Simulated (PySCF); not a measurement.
C5H13NOSi (SMILES CCCN[SiH2]C(C)=O)

Input

```
{"job": {"kind": "nmr", "xc": "PBE0", "basis": "pcSseg-1"}, "charge": 0, "multiplicity": 1}
C     -3.641162    -0.149274    -0.373861
C     -2.198297    -0.549232    -0.095811
C     -1.414158     0.582051     0.573906
N     -0.034415     0.243634     0.817460
Si     1.240607     0.478066    -0.288558
C      2.717454    -0.390569     0.571694
C      4.081069    -0.135291    -0.007141
O      2.549681    -1.117914     1.525721
H     -3.675754     0.711231    -1.038557
H     -4.149552     0.112053     0.551650
H     -4.181270    -0.968218    -0.842567
H     -1.697779    -0.814370    -1.029565
H     -2.177527    -1.427546     0.553345
H     -1.429916     1.464983    -0.068579
H     -1.895153     0.842997     1.523703
H      0.071291    -0.496054     1.498516
H      1.501163     1.913709    -0.441315
H      1.107949    -0.108369    -1.635270
H      4.851702    -0.695679     0.518391
H      4.291318     0.930051     0.055373
H      4.073830    -0.409318    -1.059603
```

Launched as:

```sh
OMP_NUM_THREADS=1 python probes_run.py task.json out
```

Geometry: GFN2-xTB.

These are results of PBE0/pcSseg-1, SCF density, gas phase, non-relativistic in PySCF, not measurements.

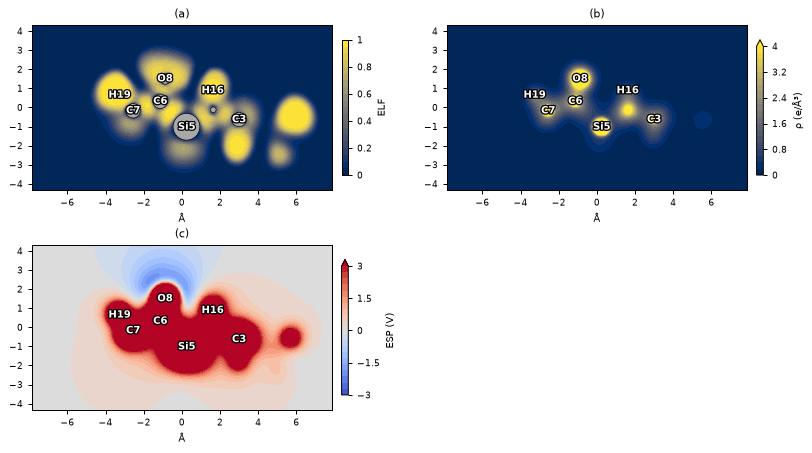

Figure 1. (a) ELF; (b) total electron density; (c) molecular electrostatic potential on the plane of atoms C6, C7 and H19. Grey discs cover the atomic cores in the ELF map.

**Describe what can be read from this map.**

- Atoms in the plane: C, Si, O and H.
- C–O (1.21 Å): the density is about 3.3 e/Å³ at the midpoint; the ELF peaks at about 0.85 between the atoms; a short, multiple covalent bond.
- C–C (1.50 Å): ρ is about 1.7 e/Å³ halfway; the ELF peaks at about 0.95 between the atoms: a covalent bond.
- C–Si (1.92 Å): ρ at the midpoint is about 0.94 e/Å³; the ELF peaks at about 1 between the atoms, as expected for localised, covalent bonding.
- C–H (1.09 Å): ρ at the midpoint is about 2 e/Å³; the ELF climbs to about 1 towards the hydrogen, as it does in any bond to H: a covalent bond by its length.
- The ELF also peaks beside O8, away from the bonds: lone-pair regions.
- Outside the dense part of the molecule the potential is most negative (−2.0 V) near O8.

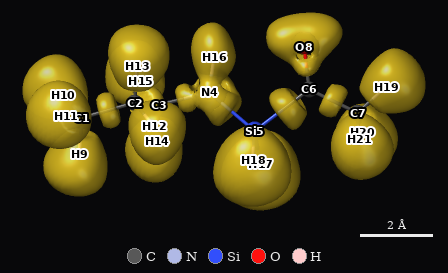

Figure 2. Isosurface of the electron localisation function at 0.75 (yellow), seen across its widest extent. Core shells and regions of very low density are left out.

**Where are the electrons localised?**

At this value the surface marks out three regions between bonded C–C atoms (shared pairs), one region between bonded C–Si atoms (shared pairs), twelve regions around hydrogen nuclei, one region on O in which the atom's valence shell and bonds are merged and one joined region spread over several atoms (H, N), in which their bonds and any lone pairs are merged.


 C–N (1.44 Å): the ELF peaks at about 0.95 between the atoms, as expected for a covalent bond.

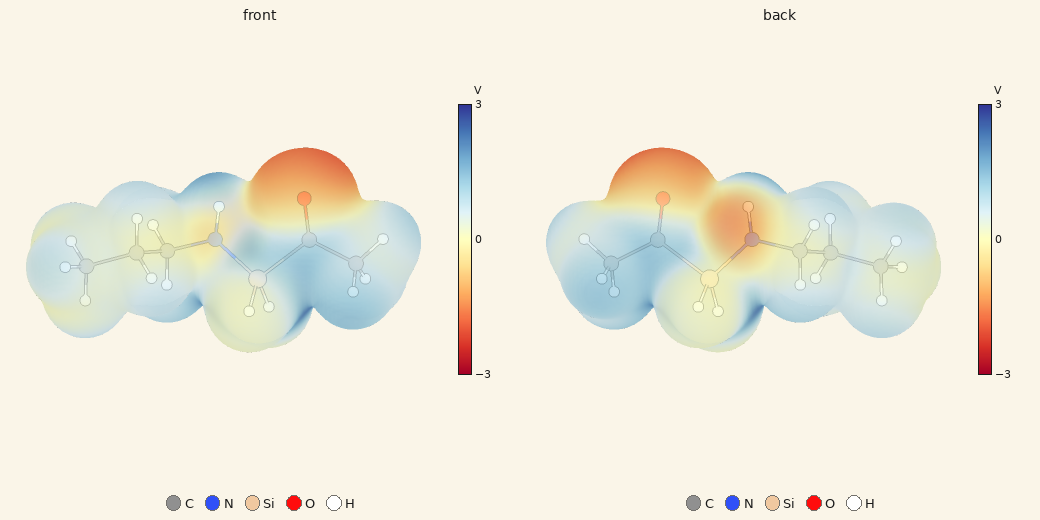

Figure 3. The molecular electrostatic potential painted on the density surface at 0.004 e/bohr³, seen from the front and from behind; the colour scale runs from red (negative) to blue (positive).

**Where is the surface potential most negative and most positive?**

The most negative region (about −1.8 V) lies over O8, the most positive (about +2.1 V) over Si5. O8 is the likeliest acceptor of a hydrogen bond.
